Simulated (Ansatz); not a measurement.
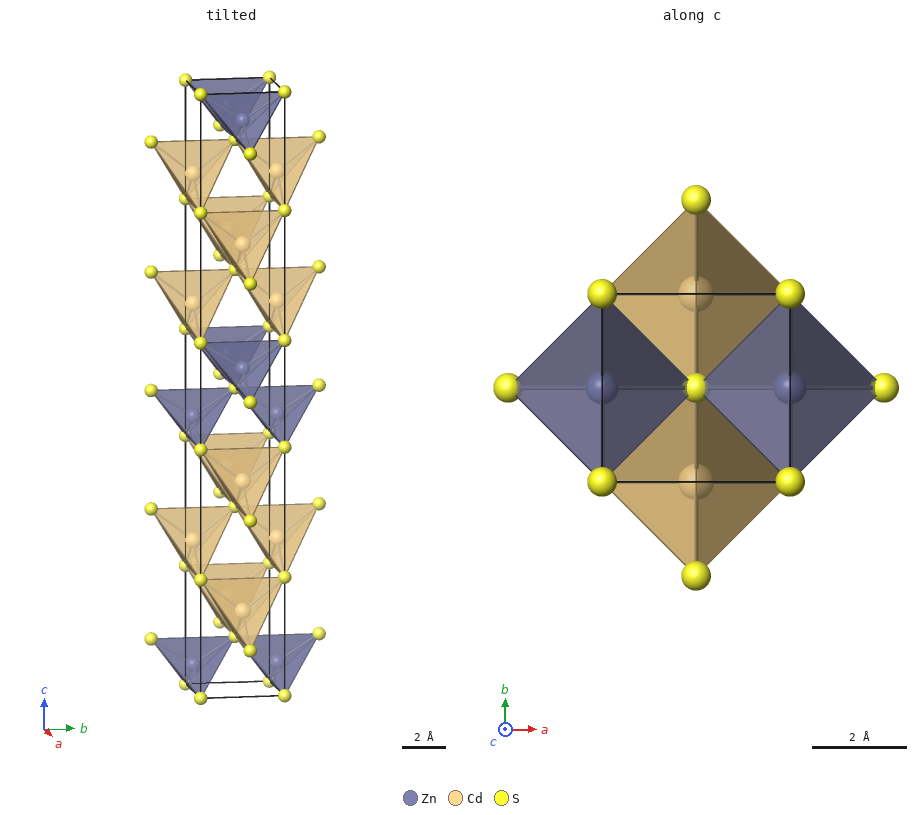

An orthographic polyhedral view of the structure, slightly off an axis and along the c axis. One conventional unit cell is framed, with atoms on its boundary repeated. Some atoms of the next cells are drawn as well.

Zn₂Cd₃S₅, space group I-4m2 (No. 119), a = 4.033 Å, b = 4.033 Å, c = 28.960 Å, α = 90.00°, β = 90.00°, γ = 90.00°. The structure comes from a structure type filled with these elements by a generator (whether the compound takes this form wasn't checked). Earlier steps of the study, as a rule a relaxation of our own, may have changed the cell and positions, so they can lie some per cent off the listed ones. A calculation with Ansatz used it as input.

This one geometry was computed with Ansatz (DFT, plane waves, PAW) at three levels of theory: PBEsol, r2SCAN and PBE.

Question: Which level gives the highest pressure at this volume, and what does that say about its equilibrium volume?

Answer: Highest: PBE (0.0 GPa), which points to the largest equilibrium volume. Lowest, with the smallest volume: PBEsol (-3.1 GPa). Levels within 0.5 GPa of each other can't be told apart.

Question: How does the band gap change with the level of theory?

Answer: PBEsol: a gap of 1.14 eV, direct; PBE: a gap of 1.27 eV, direct; r2SCAN: a gap of 1.74 eV, direct.

Question: Collect the results in a table.

Answer:
| level | cutoff (eV) | k-mesh of the run's cell | gap (eV) | pressure (GPa) |
| --- | --- | --- | --- | --- |
| PBEsol | 420 | 10×10×10 | 1.14 | -3.1 |
| r2SCAN | 500 | 10×10×10 | 1.74 | -1.7 |
| PBE | 420 | 10×10×10 | 1.27 | 0.0 |

Gaps are taken on the k-mesh or band path of each run.
